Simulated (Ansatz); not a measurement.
**C2H4FGe (SMILES C=[CH][GeH+][F]) (charge +1): density, localisation and related maps**

Input

```
crystal:
  periodic: [false, false, false]
  atoms:
    - symbol: C
      position_ang: [-1.298118, 0.971080, -0.154572]
    - symbol: C
      position_ang: [-1.093550, -0.337379, -0.406207]
    - symbol: F
      position_ang: [-0.480389, 3.852253, -0.589442]
    - symbol: Ge
      position_ang: [-0.172052, 2.226411, -0.946947]
    - symbol: H
      position_ang: [1.015909, 2.068308, -1.887804]
    - symbol: H
      position_ang: [-2.098257, 1.338571, 0.497495]
    - symbol: H
      position_ang: [-1.741726, -1.096260, 0.048246]
    - symbol: H
      position_ang: [-0.295567, -0.713292, -1.057236]
basis:
  gaussian:
    orbitals: def2-TZVPD
total_charge: 1
hamiltonian:
  xc: pbe0
output: {forces: true, orbitals: {seedname: orbitals}}
```

Run with:

```sh
ansatz run input.yaml --threads 2 --pin off --max-ram 4350MiB --events-out events.jsonl --progress --plain --runs-dir runs
```

Geometry: PBE0-D3(BJ)/def2-SVP.

These are results of isolated molecule in a Gaussian basis; Kohn-Sham density functional theory, functional PBE0 in Ansatz 0.2.0, not measurements.

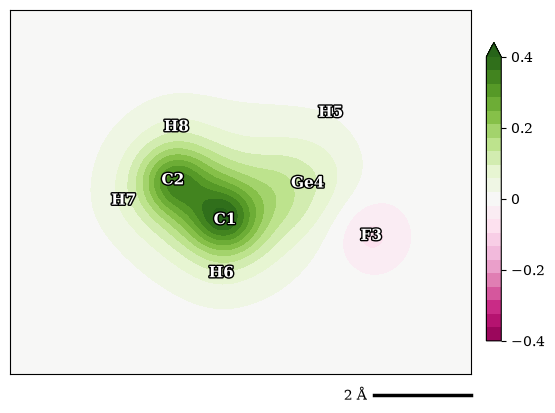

Figure 1. The HOMO on a plane 0.8 Å above the molecular plane (values in Å⁻³ᐟ²; the overall sign is arbitrary).

Where does this orbital lie, and at what energy?

Its weight (Hirshfeld) is mainly on C1 (about 45 %), C2 (about 35 %) and Ge4 (about 10 %); it changes sign across the molecular plane (π type); π-bonding across C1–C2. Its energy is −14.59 eV.

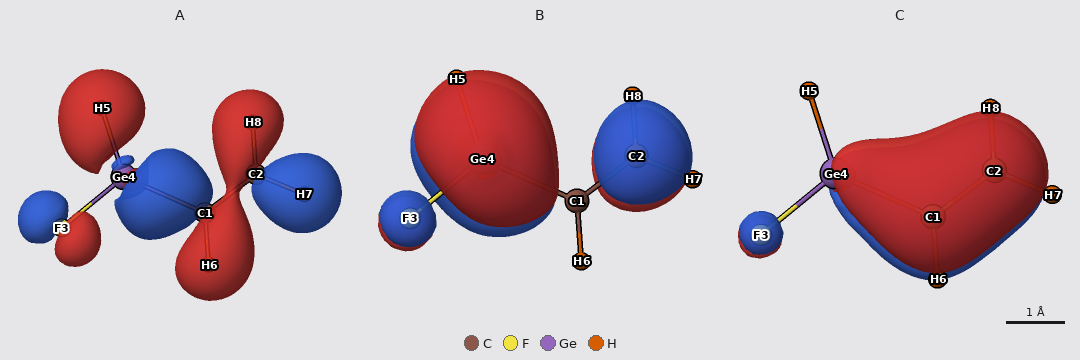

Figure 2. Three frontier orbitals at ±0.1 Å⁻³ᐟ² (blue and red are the two phases), in no order.

Order the three orbitals by energy and name them.

A is the HOMO−1 (−15.50 eV). It lies mainly on C1 (about 25 %), Ge4 (about 20 %), C2 (about 15 %), H5 (about 10 %), H7 (about 10 %) and F3 (about 10 %); it is symmetric in the molecular plane (an in-plane orbital: σ, lone-pair or in-plane π type). C is the HOMO (−14.59 eV). By Hirshfeld shares it lies mainly on C1 (about 45 %), C2 (about 35 %) and Ge4 (about 10 %); it changes sign across the molecular plane (π type); π-bonding across C1–C2. B is the LUMO (−8.75 eV). It lies mainly on Ge4 (about 60 %) and C2 (about 20 %); it changes sign across the molecular plane (π type); π-antibonding (a node) across C1–C2.

What is the HOMO–LUMO gap?

5.84 eV between the orbital energies.
